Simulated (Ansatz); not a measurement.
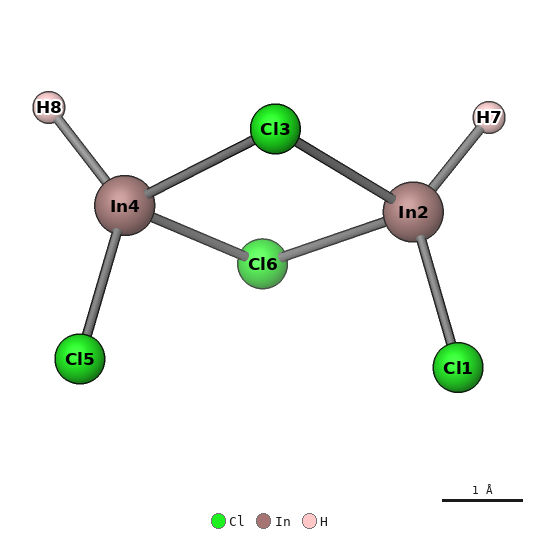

Orthographic view. Atoms fade into the background with distance from the viewer. The geometry was computed by an optimisation with PBE0-D4/def2-TZVP.

Write a Z-matrix (Å, degrees) in the order of the atom numbers, with these reference atoms: 2 to 1; 3 to 2, 1; 4 to 3, 2, 1; 5 to 4, 3, 2; 6 to 4, 5, 3; 7 to 2, 1, 3; 8 to 4, 5, 6.

```
Cl 
In   1   2.306
Cl   2   2.527   1   104.3
In   3   2.529   2    92.3   1   -95.8
Cl   4   2.306   3   104.2   2    95.9
Cl   4   2.527   5   104.3   3    90.6
H    2   1.692   1   131.3   3   134.8
H    4   1.692   5   131.3   6   134.8
```
